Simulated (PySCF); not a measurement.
C3H14BNSi3

```yaml
atoms:
  - { symbol: C, position_ang: [4.1355, -0.2642, 0.1544] }
  - { symbol: C, position_ang: [3.2876, -1.1374, -0.3637] }
  - { symbol: Si, position_ang: [1.4084, -0.9751, -0.2700] }
  - { symbol: Si, position_ang: [0.6691, 1.0953, 0.4642] }
  - { symbol: Si, position_ang: [-1.6212, 1.4810, 0.1947] }
  - { symbol: N, position_ang: [-1.7655, 1.4393, -1.5424] }
  - { symbol: B, position_ang: [-2.6709, 0.0410, 0.9725] }
  - { symbol: C, position_ang: [-2.8967, -1.3015, 0.1911] }
  - { symbol: H, position_ang: [5.2082, -0.3782, 0.0924] }
  - { symbol: H, position_ang: [3.7887, 0.6167, 0.6725] }
  - { symbol: H, position_ang: [3.6948, -2.0041, -0.8733] }
  - { symbol: H, position_ang: [0.9629, -2.0718, 0.6135] }
  - { symbol: H, position_ang: [0.9081, -1.3394, -1.6060] }
  - { symbol: H, position_ang: [1.4591, 2.1633, -0.1804] }
  - { symbol: H, position_ang: [1.0350, 1.2500, 1.8861] }
  - { symbol: H, position_ang: [-1.9317, 2.8515, 0.6942] }
  - { symbol: H, position_ang: [-2.6884, 1.4130, -1.9463] }
  - { symbol: H, position_ang: [-1.1938, 2.0646, -2.0878] }
  - { symbol: H, position_ang: [-3.0397, 0.0838, 2.0878] }
  - { symbol: H, position_ang: [-2.8153, -1.2196, -0.8902] }
  - { symbol: H, position_ang: [-3.8360, -1.7997, 0.4271] }
  - { symbol: H, position_ang: [-2.1087, -1.9891, 0.5073] }
```

Geometry: GFN2-xTB.

These are results of PBE0/pcSseg-1, SCF density, gas phase, non-relativistic (PySCF 2.14.0), not measurements.

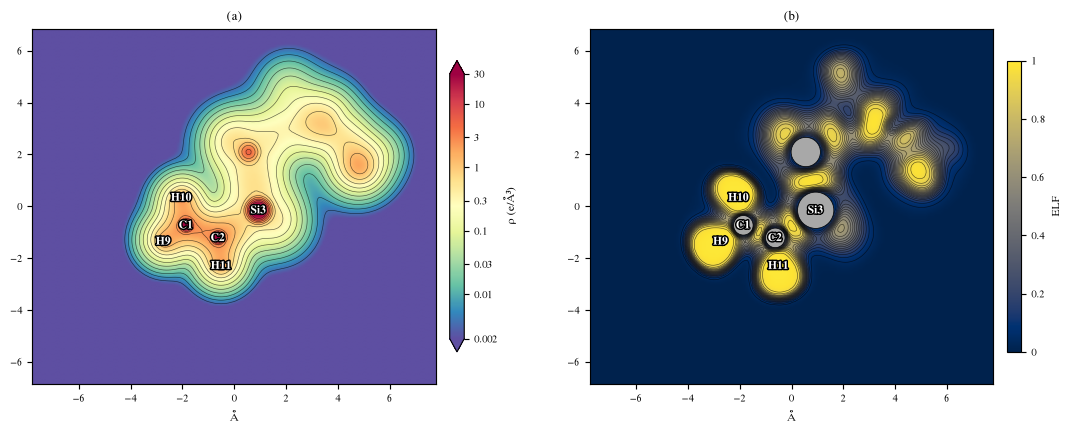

Figure 1. (a) total electron density; (b) ELF on the plane of atoms C2, C1 and H10. Grey discs cover the atomic cores in the ELF map.

**What does the map show?**

The plane passes through C, Si and H nuclei.
C–C (1.32 Å): ρ is about 2.3 e/Å³ halfway; the ELF peaks at about 0.90 between the atoms: a multiple bond.
C–Si (1.89 Å): ρ is about 0.92 e/Å³ halfway; the ELF peaks at about 0.95 between the atoms (localised, covalent bonding).

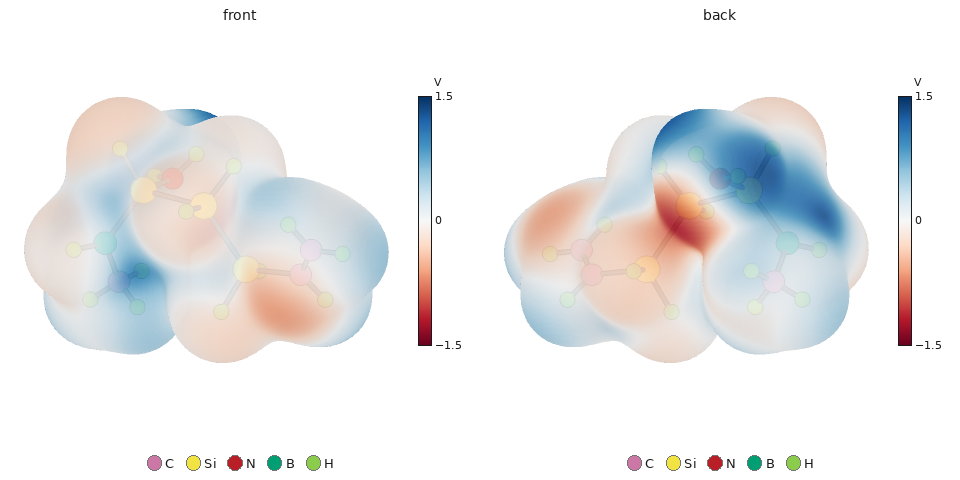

Figure 2. The molecular electrostatic potential painted on the density surface at 0.001 e/bohr³, seen from the front and from behind; red is negative and blue positive.

**Where is the surface potential most negative and most positive?**

The most negative region (about −1.1 V, or −25 kcal/mol for a unit charge) lies over N6, the most positive (about +1.3 V, or +30 kcal/mol for a unit charge) over B7, H17 and H18. N6 is the likeliest acceptor of a hydrogen bond.

**What dipole moment does the calculation give?**

Its dipole moment is 1.26 D.
